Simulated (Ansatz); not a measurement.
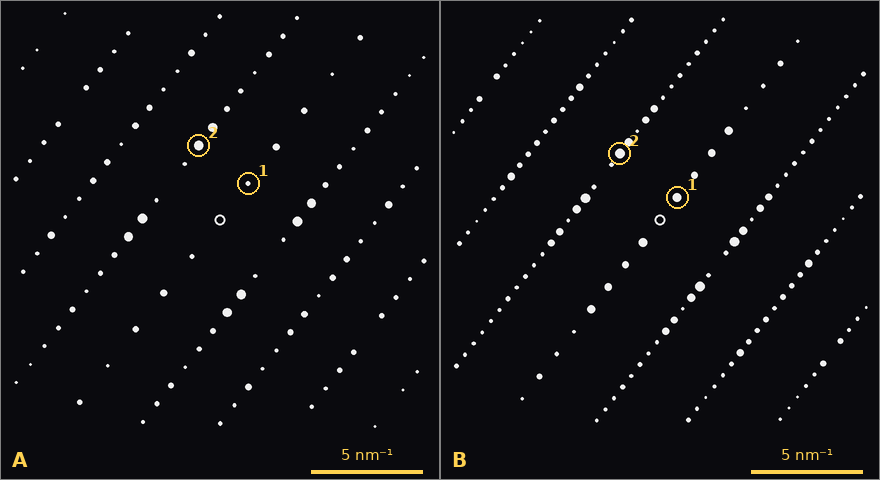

Kinematic electron diffraction patterns (200 kV, B = 0.5 Å², same scale) along [101] of the run's own cell, for the start and the end of one relaxation of ZrBiBr with Ansatz 0.2.0, DFT, PAW plane waves, pbe. k mesh 4×3×7. The start is a generated model structure, and the relaxation ends in the nearest stationary point of its symmetry, not necessarily the ground state. Spot 1 is 0 -2 0 and spot 2 is 1 -2 -1 in both.

Start structure:

```
CELL_PARAMETERS angstrom
7.94872 0.00000 0.00000
0.00000 9.61379 0.00000
0.00000 0.00000 3.97436
ATOMIC_POSITIONS crystal
Bi 0.13800 0.13500 0.25000
Bi 0.86200 0.86500 0.75000
Bi 0.63800 0.36500 0.25000
Bi 0.36200 0.63500 0.75000
Zr 0.80000 0.04000 0.25000
Zr 0.20000 0.96000 0.75000
Zr 0.30000 0.46000 0.25000
Zr 0.70000 0.54000 0.75000
Br 0.48000 0.82000 0.25000
Br 0.52000 0.18000 0.75000
Br 0.98000 0.68000 0.25000
Br 0.02000 0.32000 0.75000
```

> Which pattern belongs to the start structure, and which to the relaxed one?

A is the start: its cell gives d(1) = 4.807 Å, d(2) = 2.858 Å and an angle of 53.5°. B is the relaxed structure, with d(1) = 7.840 Å (+63.1 %), d(2) = 2.850 Å (-0.3 %) and 68.7°.

> Name reflections whose intensity changes strongly on relaxation.

0 8 0 goes from 0.3 to 56 % of the strongest spot; 1 6 -1 goes from 0.55 to 29 % of the strongest spot; 2 4 -2 goes from 0.85 to 33 % of the strongest spot.

> Summarise the relaxation behind the change.

The volume changed by +24.6 % to 31.53 Å³ an atom; with the mean shift removed, the atoms moved by up to 1.29 Å relative to the cell (Br most); the space group stayed Pnma (No. 62); the free energy fell by 1100 meV an atom. Relaxed cell: a = 7.121 Å, b = 15.680 Å, c = 3.388 Å, α = 90.00°, β = 90.00°, γ = 90.00°.
